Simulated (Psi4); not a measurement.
**USVWN5/def2-TZVPPD run of AlO (oxoaluminum)**

What is the vertical ionisation energy of AlO (oxoaluminum) at USVWN5/def2-TZVPPD? 

The calculation is run with Psi4 1.11.

2 further runs of the same task are left out: 2 that didn't finish.

### 1 The structure to begin with

The species is AlO (2 atoms), meant as a doublet with charge 0. As SMILES, `[O]=[Al]`. The shape is that of a PBE0-D4/def2-TZVP optimisation.

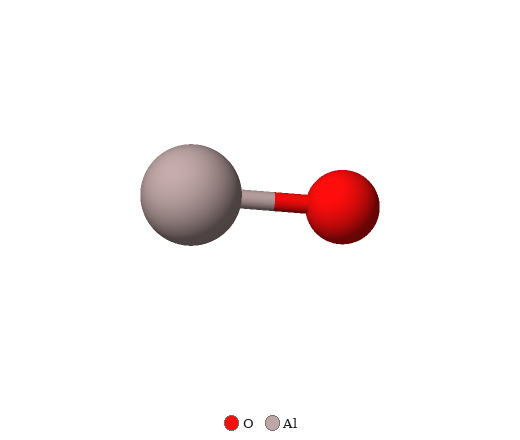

The structure, seen from a chosen angle (oxygen red, aluminium light grey).

### 2 A single-point energy at USVWN5/def2-TZVPPD

Input file alo.py:

```python
import psi4

psi4.set_memory(2200000000)
psi4.set_num_threads(1)
psi4.set_output_file('alo.out', False)

m = psi4.geometry("""
0 2
O      0.000000     0.000000    -0.024920
Al     0.000000     0.000000     1.594970
units angstrom
symmetry c1
no_reorient
no_com
""")

psi4.set_options({
    'basis': 'def2-TZVPPD',
    'reference': 'uks',
    'puream': True,
    'e_convergence': 1e-09,
    'd_convergence': 1e-08,
    'scf_type': 'pk',
    'dft_radial_points': 99,
    'dft_spherical_points': 590,
    'maxiter': 100,
})

e_tot = psi4.energy('scf', dft_functional={"name": "SVWN5", "x_functionals": {"LDA_X": {}}, "c_functionals": {"LDA_C_VWN": {}}})
print('E =', round(e_tot, 9))
```

Launch:

```bash
python alo.py
```

alo.out:

```text
[...]
  Running in c1 symmetry.
[...]
  Nuclear repulsion =   33.974177203192809
[...]
  Multiplicity = 2
[...]
  Nalpha       = 11
  Nbeta        = 10
[...]
    Number of basis functions: 88
[...]
   @UKS iter   1:  -315.54731939780163    1.81585e-02   1.26387e-02 ADIIS/DIIS
[...]
   @UKS iter  14:  -316.08194375557417   -4.54747e-13   7.07987e-09 DIIS
[...]
   @S^2 Observed:                7.523062123E-01
[...]
    Orbital Energies [Eh]
    ---------------------
    Alpha Occupied:
       1A    -55.134117     2A    -18.581372     3A     -3.936456
       4A     -2.566876     5A     -2.566876     6A     -2.564282
       7A     -0.798271     8A     -0.332911     9A     -0.254166
      10A     -0.254166    11A     -0.244537
    Alpha Virtual:
      12A     -0.088079    13A     -0.088079    14A     -0.020349
      15A      0.008908    16A      0.052307    17A      0.052307
      18A      0.071115    19A      0.071115    20A      0.075543
      21A      0.106583    22A      0.106583    23A      0.111679
      24A      0.204440    25A      0.205773    26A      0.205773
[...]
  @UKS Final Energy:  -316.08194375557417
   => Energetics <=
    Nuclear Repulsion Energy =             33.9741772031928093
    One-Electron Energy =                -508.5990185301262727
    Two-Electron Energy =                 184.1084289233420748
    DFT Exchange-Correlation Energy =     -25.5655313519827772
    Empirical Dispersion Energy =           0.0000000000000000
    VV10 Nonlocal Energy =                  0.0000000000000000
    Total Energy =                       -316.0819437555741729
[...]
 Multipole Moments:
 ------------------------------------------------------------------------------------
     Multipole            Electronic (a.u.)      Nuclear  (a.u.)        Total (a.u.)
 ------------------------------------------------------------------------------------
 L = 1.  Multiply by 2.5417464519 to convert [e a0] to [Debye]
 Dipole X            :         -0.0000000            0.0000000           -0.0000000
 Dipole Y            :          0.0000000            0.0000000            0.0000000
 Dipole Z            :        -37.1196744           38.8059984            1.6863240
 Magnitude           :                                                    1.6863240
[...]
```

On the terminal:

```text
E = -316.081943756
```

Wall time 15 s (1 thread of Intel Xeon at 2.50GHz (Skylake/Cascade Lake), shared host); peak memory 0.4 GiB.

### 3 The singlet cation at the same level

Input file input.in:

```
memory 2200 MB

molecule mol {
  1 1
  O      0.000000     0.000000    -0.024920
  Al     0.000000     0.000000     1.594970
  units angstrom
  symmetry c1
}

set basis def2-TZVPPD
set puream true
set e_convergence 1e-09
set d_convergence 1e-08
set scf_type pk
set dft_radial_points 99
set dft_spherical_points 590

e, wfn = energy("scf", dft_functional={"name": "SVWN5", "x_functionals": {"LDA_X": {}}, "c_functionals": {"LDA_C_VWN": {}}}, return_wfn=True)
print_variables()
```

Launch:

```bash
psi4 -n 1 input.in input.out
```

input.out:

```text
[...]
  Running in c1 symmetry.
[...]
  Nuclear repulsion =   33.974177203192809
[...]
  Multiplicity = 1
[...]
  Nalpha       = 10
  Nbeta        = 10
[...]
    Number of basis functions: 88
[...]
   @RKS iter   1:  -315.14089073103952    4.24587e-01   1.23732e-02 DIIS/ADIIS
[...]
   @RKS iter  13:  -315.70507733624049   -7.51527e-10   4.80164e-09 DIIS
[...]
    Orbital Energies [Eh]
    ---------------------
    Doubly Occupied:
       1A    -55.498427     2A    -18.880183     3A     -4.291025
       4A     -2.920064     5A     -2.919995     6A     -2.919995
       7A     -1.075794     8A     -0.607115     9A     -0.521149
      10A     -0.521149
[...]
  @RKS Final Energy:  -315.70507733624049
   => Energetics <=
    Nuclear Repulsion Energy =             33.9741772031928093
    One-Electron Energy =                -501.8618647911814605
    Two-Electron Energy =                 177.4609036603024492
    DFT Exchange-Correlation Energy =     -25.2782934085543332
    Empirical Dispersion Energy =           0.0000000000000000
    VV10 Nonlocal Energy =                  0.0000000000000000
    Total Energy =                       -315.7050773362404925
[...]
 Multipole Moments:
 ------------------------------------------------------------------------------------
     Multipole            Electronic (a.u.)      Nuclear  (a.u.)        Total (a.u.)
 ------------------------------------------------------------------------------------
 L = 1.  Multiply by 2.5417464519 to convert [e a0] to [Debye]
 Dipole X            :          0.0000039            0.0000000            0.0000039
 Dipole Y            :          0.0000003            0.0000000            0.0000003
 Dipole Z            :          3.2938544           -0.5640171            2.7298373
 Magnitude           :                                                    2.7298373
[...]
```

It took 11 s on 1 thread of Intel Xeon at 2.50GHz (Skylake/Cascade Lake), shared host; peak memory 0.4 GiB.

### 4 What came out

Level: USVWN5/def2-TZVPPD.

| quantity | value |
| --- | --- |
| doublet AlO: total energy | -316.08194 Eh |
| doublet AlO: dipole moment | 4.29 D |
| doublet AlO: HOMO energy (highest over α and β) | -6.64 eV |
| doublet AlO: LUMO energy (lowest over α and β) | -5.60 eV |
| doublet AlO: ⟨S²⟩ | 0.752 |
| singlet cation: total energy | -315.70508 Eh |
| singlet cation: HOMO energy | -14.18 eV |
| singlet cation: LUMO energy | -13.89 eV |
| singlet cation: HOMO–LUMO gap | 0.29 eV |
| vertical ionisation energy (to the singlet cation) | 10.255 eV |

The vertical ionisation energy comes to 10.26 eV (236 kcal/mol). Only the singlet of the ionised species was computed; a triplet could lie lower.
